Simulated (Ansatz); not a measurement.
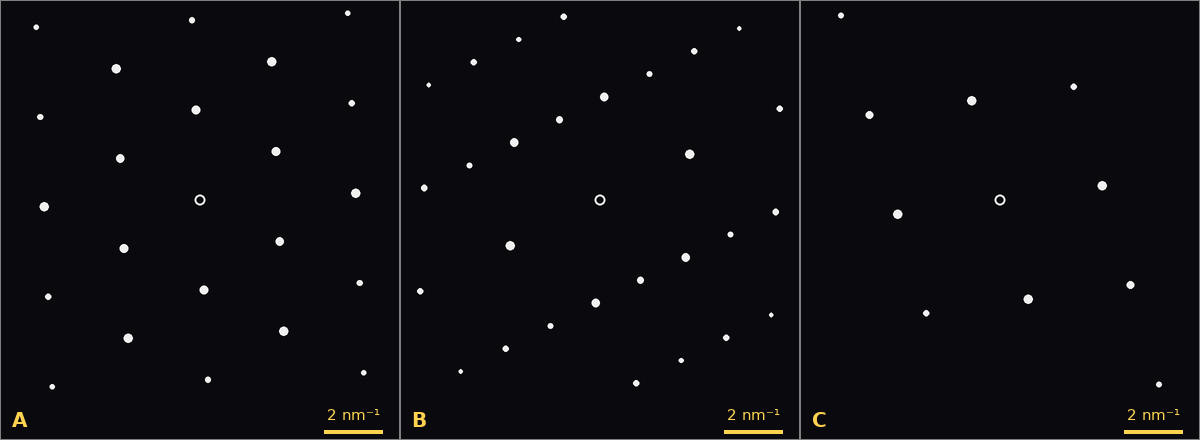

Computed electron diffraction patterns, 300 kV, single scattering only, B = 0.5 Å².

All three come from Y, space group P6_3/mmc (No. 194), a = 3.67 Å, c = 5.67 Å (hexagonal axes). Structure: coordinates from a relaxation at fixed volume with DFT r2SCAN, scalar-relativistic, plane waves, PAW (Ansatz 0.2.0).

Assign the zone axes [001], [100], [211] to A, B and C.

Answer. A is [001]: hexagonal net of 1 -1 0 at d = 3.18 Å and 1 0 0 at d = 3.18 Å, at 60.0°. B is [100]: rectangular net of 0 0 1 (itself extinct) at d = 5.67 Å and 0 1 0 at d = 3.18 Å, at 90.0°. C is [211]: centred rectangular net of 0 1 -1 at d = 2.77 Å and -1 1 1 at d = 2.77 Å, at 81.9°.
